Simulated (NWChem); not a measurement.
# A workflow on AlClFGeH7Si

We compute a single-point energy (singlet AlClFGeH7Si, SVWN5/6-31G*), then the energy (singlet AlClH4Si, SVWN5/6-31G*), then a single-point energy (singlet FGeH3, SVWN5/6-31G*), then the energy (singlet AlClH4Si, SVWN5/6-31G*), then the energy (singlet FGeH3, SVWN5/6-31G*) of AlClFGeH7Si and its partners. 

The results are computed with NWChem 7.3.0.

### 1 The system as given

AlClFGeH7Si has 12 atoms, charge 0, and is taken as a singlet.

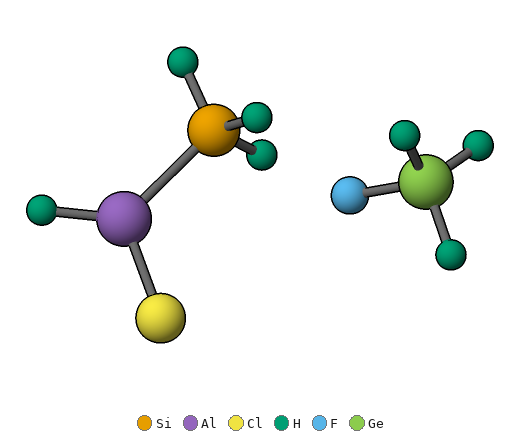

The structure, seen from a chosen angle (silicon amber, aluminium purple, chlorine yellow, hydrogen teal, fluorine blue, germanium green).

### 2 A single-point energy at SVWN5/6-31G(d) (spherical functions, pair key 5e516341c3, separation 0.8) (run 1)

File alclfgeh7si.nw:

```
start alclfgeh7si
title "AlClFGeH7Si SVWN5"
memory 2200 mb

geometry units angstroms noautosym nocenter noautoz
  Si    -0.869940     0.592210    -0.304690
  Al     1.086060    -0.602690     0.549610
  Cl     1.774660    -2.213390    -0.616390
  H     -2.021440    -0.342090    -0.448790
  H     -0.576340     1.164410    -1.648590
  H     -1.285340     1.705810     0.592810
  H      1.892360    -0.304290     1.876010
  F     -1.807860    -0.768740    -2.669440
  Ge    -2.100930    -0.361710    -4.337480
  H     -1.576180    -1.540830    -5.165250
  H     -3.617030    -0.178010    -4.474150
  H     -1.326330     0.934040    -4.605600
end

basis spherical bse
  * library 6-31G*
end

dft
  xc slater vwn_5
  grid fine
  convergence energy 1e-08
  iterations 100
  mulliken
  noprint "final vectors analysis"
end

task dft energy
```

Run with:

```console
nwchem alclfgeh7si.nw > alclfgeh7si.out
```

What it wrote:

```text
Northwest Computational Chemistry Package (NWChem) 7.3.0
             --------------------------------------------------------

           Job information
           ---------------

    nwchem branch   = 7.3.0
    use scalapack   = T
    input           = alclfgeh7si.nw
    prefix          = alclfgeh7si.
    data base       = ./alclfgeh7si.db
    status          = startup
    nproc           =        1

           Memory information
           ------------------

    heap     =     72089596 doubles =      550.0 Mbytes
    stack    =     72089601 doubles =      550.0 Mbytes
    global   =    144179200 doubles =     1100.0 Mbytes (distinct from heap & stack)
    total    =    288358397 doubles =     2200.0 Mbytes
    verify   = yes
    hardfail = no

[... 40 lines left out ...]
            Nuclear Dipole moment (a.u.)
[... 110 lines left out ...]
          Convergence on energy requested:  1.00D-08
[... 23 lines left out ...]
          Spatial weights used:  Erf1
[... 4 lines left out ...]
          total energy or number of iterations.
[... 28 lines left out ...]
 2-e energy   =    1762.493984
[... 42 lines left out ...]
      One electron energy =    -5458.742738582107
[... 2 lines left out ...]
 Nuclear repulsion energy =      524.866673830707
[... 29 lines left out ...]
 center of mass
 --------------
 x =  -1.30562535 y =  -1.16413026 z =  -3.98620070

 moments of inertia (a.u.)
 ------------------
        3314.056934031181         602.086867447844       -1818.295746847457
         602.086867447844        4529.904193410480         196.166601717302
       -1818.295746847457         196.166601717302        2269.842259862146

     Multipole analysis of the density
     ---------------------------------

     L   x y z        total         alpha         beta         nuclear
     -   - - -        -----         -----         ----         -------
     0   0 0 0     -0.000000    -46.000000    -46.000000     92.000000

     1   1 0 0     -0.491263     56.353514     56.353514   -113.198291
[... 8 lines of this table left out ...]
     2   0 0 2    -37.465618  -1362.448718  -1362.448718   2687.431819

 Task  times  cpu:       41.9s     wall:       41.9s
 Total times  cpu:       41.9s     wall:       41.9s
```

Wall time 43 s (1 thread of Intel Xeon Platinum 8488C (Sapphire Rapids), shared host); peak memory 0.13 GiB.

### 3 AlClH4Si: the energy at SVWN5/6-31G(d) (spherical functions, pair key 5e516341c3, separation 0.8) (run 2)

File a.nw:

```
start a
title "AlClH4Si"
memory total 2200 mb
charge 0
geometry units angstroms noautosym nocenter noautoz
 Si    -0.869940     0.592210    -0.304690
 Al     1.086060    -0.602690     0.549610
 Cl     1.774660    -2.213390    -0.616390
 H     -2.021440    -0.342090    -0.448790
 H     -0.576340     1.164410    -1.648590
 H     -1.285340     1.705810     0.592810
 H      1.892360    -0.304290     1.876010
end
basis spherical bse
 Si library 6-31G*
 Al library 6-31G*
 Cl library 6-31G*
 H library 6-31G*
end
dft
 xc slater vwn_5
 grid fine
 convergence energy 1e-08
 iterations 100
 mulliken
 print low
end
task dft
```

Run with:

```console
nwchem a.nw > a.out
```

What it wrote:

```text
Northwest Computational Chemistry Package (NWChem) 7.3.0
             --------------------------------------------------------

           Job information
           ---------------

    nwchem branch   = 7.3.0
    use scalapack   = T
    input           = a.nw
    prefix          = a.
    data base       = ./a.db
    status          = startup
    nproc           =        1

           Memory information
           ------------------

    heap     =     72089594 doubles =      550.0 Mbytes
    stack    =     72089599 doubles =      550.0 Mbytes
    global   =    144179200 doubles =     1100.0 Mbytes (distinct from heap & stack)
    total    =    288358393 doubles =     2200.0 Mbytes
    verify   = yes
    hardfail = no

[... 40 lines left out ...]
            Nuclear Dipole moment (a.u.)
[... 90 lines left out ...]
   convergence    iter        energy       DeltaE   RMS-Dens  Diis-err    time
[... 13 lines left out ...]
         Total DFT energy =     -990.777939898430
      One electron energy =    -1705.049542953261
           Coulomb energy =      614.802538860819
    Exchange-Corr. energy =      -65.520865648304
 Nuclear repulsion energy =      164.989929842317
[... 19 lines left out ...]
     -------------------------------------------
      Total Density - Lowdin Population Analysis
     -------------------------------------------

    Atom       Charge   Shell Charges
 -----------   ------   -------------------------------------------------------
    1 Si  14    14.11   2.00  1.98  5.88  0.74  1.85  0.40  1.13  0.11
    2 Al  13    12.83   2.00  1.98  5.88  0.69  1.18  0.35  0.53  0.23
    3 Cl  17    17.11   2.00  1.99  5.91  1.16  3.34  0.64  2.06  0.01
    4 H    1     0.97   0.46  0.51
    5 H    1     0.97   0.46  0.51
    6 H    1     0.98   0.46  0.52
    7 H    1     1.02   0.45  0.58

 Task  times  cpu:        9.7s     wall:        9.7s
 Total times  cpu:        9.8s     wall:        9.8s
```

It took 11 s on 1 thread of Intel Xeon Platinum 8488C (Sapphire Rapids), shared host; peak memory 0.12 GiB.

### 4 FGeH3: the energy at SVWN5/6-31G(d) (spherical functions, pair key 5e516341c3, separation 0.8) (run 3)

File m1.nw:

```
echo
START m1
memory stack 880 mb heap 220 mb global 1100 mb
charge 0

GEOMETRY units atomic noautosym nocenter noautoz
  F   -3.41636027  -1.45270806  -5.04451051
  Ge  -3.97018231  -0.68353284  -8.19664927
  H   -2.97854852  -2.91174670  -9.76090787
  H   -6.83519608  -0.33639015  -8.45491814
  H   -2.50640045   1.76507979  -8.70332264
END

BASIS spherical bse
  * library 6-31G*
END

DFT
  xc slater vwn_5
  grid fine
  convergence energy 1e-08
  iterations 100
  mulliken
  print low
END

TASK dft
```

Run with:

```console
nwchem m1.nw > m1.out
```

What it wrote:

```text
============================== echo of input deck ==============================
echo
START m1
memory stack 880 mb heap 220 mb global 1100 mb
charge 0

GEOMETRY units atomic noautosym nocenter noautoz
  F   -3.41636027  -1.45270806  -5.04451051
  Ge  -3.97018231  -0.68353284  -8.19664927
  H   -2.97854852  -2.91174670  -9.76090787
  H   -6.83519608  -0.33639015  -8.45491814
  H   -2.50640045   1.76507979  -8.70332264
END

BASIS spherical bse
  * library 6-31G*
END

DFT
  xc slater vwn_5
  grid fine
  convergence energy 1e-08
  iterations 100
  mulliken
  print low
END

TASK dft
================================================================================

[... 22 lines left out ...]
    hardfail = no
[... 32 lines left out ...]
            Nuclear Dipole moment (a.u.)
[... 84 lines left out ...]
   convergence    iter        energy       DeltaE   RMS-Dens  Diis-err    time
[... 13 lines left out ...]
         Total DFT energy =    -2174.550343324942
      One electron energy =    -3287.093331966923
           Coulomb energy =     1072.570780766394
    Exchange-Corr. energy =      -86.727046476447
 Nuclear repulsion energy =      126.699254352035
[... 9 lines left out ...]
    Atom       Charge   Shell Charges
 -----------   ------   -------------------------------------------------------
    1 F    9     9.35   2.00  0.92  3.28  1.05  2.10  0.01
    2 Ge  32    31.87   2.00  2.00  6.00  2.00  5.99  1.32  2.08  0.09  0.21  6.83  2.94  0.43
    3 H    1     0.93   0.46  0.47
    4 H    1     0.93   0.46  0.47
    5 H    1     0.93   0.46  0.47

     -------------------------------------------
      Total Density - Lowdin Population Analysis
     -------------------------------------------

    Atom       Charge   Shell Charges
 -----------   ------   -------------------------------------------------------
    1 F    9     9.23   1.99  0.92  3.15  0.86  2.28  0.02
    2 Ge  32    31.93   2.00  2.00  5.99  1.98  5.89  0.89  1.84  0.34  0.63  6.63  3.08  0.64
    3 H    1     0.95   0.44  0.50
    4 H    1     0.95   0.44  0.50
    5 H    1     0.95   0.44  0.50

 Task  times  cpu:        7.1s     wall:        7.1s
 Total times  cpu:        7.1s     wall:        7.1s
```

Wall time 7.8 s (1 thread of Intel Xeon Platinum 8488C (Sapphire Rapids), shared host); peak memory 0.11 GiB.

### 5 AlClH4Si among ghost functions: the energy at SVWN5/6-31G(d) (spherical functions, pair key 5e516341c3, separation 0.8, with ghost functions) (run 4)

File input.nw:

```
start input
memory total 2200 mb

geometry units atomic noautosym nocenter noautoz
   Si    -1.64394834     1.11911471    -0.57578065
   Al     2.05235595    -1.13891904     1.03861238
   Cl     3.35362136    -4.18270091    -1.16480829
   H     -3.81996798    -0.64645641    -0.84809019
   H     -1.08912475     2.20041600    -3.11538359
   H     -2.42894058     3.22351372     1.12024854
   H      3.57604213    -0.57502476     3.54514511
   bqF     -3.416360    -1.452708    -5.044511
   bqGe    -3.970182    -0.683533    -8.196649
   bqH     -2.978549    -2.911747    -9.760908
   bqH     -6.835196    -0.336390    -8.454918
   bqH     -2.506400     1.765080    -8.703323
end

basis "ao basis" spherical bse
   Si library 6-31G*
   Al library 6-31G*
   Cl library 6-31G*
   H library 6-31G*
   bqF library F 6-31G*
   bqGe library Ge 6-31G*
   bqH library H 6-31G*
end

dft
   xc slater vwn_5
   grid fine
   convergence energy 1e-08
   iterations 100
   mulliken
   print low
end

task dft
```

Run with:

```console
nwchem input.nw > input.out
```

What it wrote:

```text
Northwest Computational Chemistry Package (NWChem) 7.3.0
             --------------------------------------------------------

           Job information
           ---------------

    nwchem branch   = 7.3.0
    use scalapack   = T
    input           = input.nw
    prefix          = input.
    data base       = ./input.db
    status          = startup
    nproc           =        1

           Memory information
           ------------------

    heap     =     72089594 doubles =      550.0 Mbytes
    stack    =     72089599 doubles =      550.0 Mbytes
    global   =    144179200 doubles =     1100.0 Mbytes (distinct from heap & stack)
    total    =    288358393 doubles =     2200.0 Mbytes
    verify   = yes
    hardfail = no

[... 32 lines left out ...]
            Nuclear Dipole moment (a.u.)
[... 137 lines left out ...]
   convergence    iter        energy       DeltaE   RMS-Dens  Diis-err    time
[... 13 lines left out ...]
         Total DFT energy =     -990.778303057820
      One electron energy =    -1705.033374318227
           Coulomb energy =      614.784465297325
    Exchange-Corr. energy =      -65.519311960380
 Nuclear repulsion energy =      164.989917923461
[... 9 lines left out ...]
    Atom       Charge   Shell Charges
 -----------   ------   -------------------------------------------------------
    1 Si  14    14.09   2.00  2.00  5.95  1.04  2.06  0.35  0.60  0.09
    2 Al  13    12.69   2.00  1.99  5.95  0.99  1.25  0.17  0.18  0.15
    3 Cl  17    17.20   2.00  2.00  5.97  1.41  3.63  0.53  1.66  0.01
[... 8 lines of this table left out ...]
   12 X    0    -0.00   0.00 -0.00

     -------------------------------------------
      Total Density - Lowdin Population Analysis
     -------------------------------------------

    Atom       Charge   Shell Charges
 -----------   ------   -------------------------------------------------------
    1 Si  14    14.09   2.00  1.98  5.88  0.74  1.85  0.40  1.12  0.11
    2 Al  13    12.83   2.00  1.98  5.88  0.69  1.18  0.35  0.53  0.23
    3 Cl  17    17.11   2.00  1.99  5.91  1.16  3.34  0.64  2.06  0.01
[... 8 lines of this table left out ...]
   12 X    0     0.00   0.00  0.00

 Task  times  cpu:       34.7s     wall:       34.7s
 Total times  cpu:       34.8s     wall:       34.8s
```

It took 35 s on 1 thread of Intel Xeon Platinum 8488C (Sapphire Rapids), shared host; peak memory 0.13 GiB.

### 6 FGeH3 among ghost functions: the energy at SVWN5/6-31G(d) (spherical functions, pair key 5e516341c3, separation 0.8, with ghost functions) (run 5)

File struct.nw:

```
start struct
memory total 2200 mb

geometry units atomic noautosym nocenter noautoz
   F  -3.41636027 -1.45270806 -5.04451051
   Ge -3.97018231 -0.68353284 -8.19664927
   H  -2.97854852 -2.91174670 -9.76090787
   H  -6.83519608 -0.33639015 -8.45491814
   H  -2.50640045  1.76507979 -8.70332264
   bqSi    -1.643948     1.119115    -0.575781
   bqAl     2.052356    -1.138919     1.038612
   bqCl     3.353621    -4.182701    -1.164808
   bqH     -3.819968    -0.646456    -0.848090
   bqH     -1.089125     2.200416    -3.115384
   bqH     -2.428941     3.223514     1.120249
   bqH      3.576042    -0.575025     3.545145
end

basis spherical bse
   F library 6-31G*
   Ge library 6-31G*
   H library 6-31G*
   bqSi library Si 6-31G*
   bqAl library Al 6-31G*
   bqCl library Cl 6-31G*
   bqH library H 6-31G*
end

dft
   xc slater vwn_5
   mult 1
   grid fine
   convergence energy 1e-08
   iterations 100
   mulliken
   noprint "final vectors analysis"
end

task dft
```

Run with:

```console
nwchem struct.nw > struct.out
```

What it wrote:

```text
Northwest Computational Chemistry Package (NWChem) 7.3.0
             --------------------------------------------------------

           Job information
           ---------------

    nwchem branch   = 7.3.0
    use scalapack   = T
    input           = struct.nw
    prefix          = struct.
    data base       = ./struct.db
    status          = startup
    nproc           =        1

           Memory information
           ------------------

    heap     =     72089594 doubles =      550.0 Mbytes
    stack    =     72089599 doubles =      550.0 Mbytes
    global   =    144179200 doubles =     1100.0 Mbytes (distinct from heap & stack)
    total    =    288358393 doubles =     2200.0 Mbytes
    verify   = yes
    hardfail = no

[... 31 lines left out ...]
            Nuclear Dipole moment (a.u.)
[... 201 lines left out ...]
          Convergence on energy requested:  1.00D-08
[... 24 lines left out ...]
          Spatial weights used:  Erf1
[... 4 lines left out ...]
          total energy or number of iterations.
[... 28 lines left out ...]
 2-e energy   =     984.160019
[... 43 lines left out ...]
      One electron energy =    -3286.948310031056
[... 2 lines left out ...]
 Nuclear repulsion energy =      126.699254352035
[... 29 lines left out ...]
 center of mass
 --------------
 x =  -3.86481925 y =  -0.82988018 z =  -7.59694214

 moments of inertia (a.u.)
 ------------------
         177.406665910803           6.230572871924         -25.538525772903
           6.230572871924         173.238703180018          35.469892587405
         -25.538525772903          35.469892587405          36.538061591117

     Multipole analysis of the density
     ---------------------------------

     L   x y z        total         alpha         beta         nuclear
     -   - - -        -----         -----         ----         -------
     0   0 0 0     -0.000000    -22.000000    -22.000000     44.000000

     1   1 0 0     -0.156515     84.978353     84.978353   -170.113221
[... 8 lines of this table left out ...]
     2   0 0 2     -6.523841  -1313.989151  -1313.989151   2621.454461

 Task  times  cpu:       34.6s     wall:       34.6s
 Total times  cpu:       34.6s     wall:       34.6s
```

Run time: 35 s. Hardware: 1 thread of Intel Xeon Platinum 8488C (Sapphire Rapids), shared host; peak memory 0.13 GiB.

### 7 Outcome

| quantity | value |
| --- | --- |
| run 1, SVWN5/6-31G*: total energy | -3165.33156 Eh |
| run 1, SVWN5/6-31G*: dipole moment | 2.53 D |
| AlClH4Si: total energy | -990.77794 Eh |
| FGeH3: total energy | -2174.55034 Eh |
| AlClH4Si among ghost functions: total energy | -990.77830 Eh |
| FGeH3 among ghost functions: total energy | -2174.55407 Eh |
| FGeH3 among ghost functions: dipole moment | 2.21 D |
| interaction energy of the rigid parts AlClH4Si and FGeH3 (parts in their own basis) | -0.089 eV |
| interaction energy of the rigid parts AlClH4Si and FGeH3 (parts in the whole basis, counterpoise) | 0.022 eV |

**Reading.** The interaction energy of the rigid parts AlClH4Si and FGeH3 (parts in their own basis) is −0.09 eV (−8.6 kJ/mol): the parts attract. The interaction energy of the rigid parts AlClH4Si and FGeH3 (parts in the whole basis, counterpoise) is 0.02 eV (0.5 kcal/mol): the parts repel at this shape. The basis-set superposition error is 10.8 kJ/mol. It is larger than the uncorrected attraction, which is thus an artefact of the basis. Mulliken charges (run 1, SVWN5/6-31G*) run from -0.33 on F8 to +0.29 on Al2; they depend strongly on the basis. Mulliken charges (AlClH4Si) run from -0.20 on Cl3 to +0.31 on Al2. Mulliken charges (FGeH3) run from -0.35 on F1 to +0.13 on Ge2.
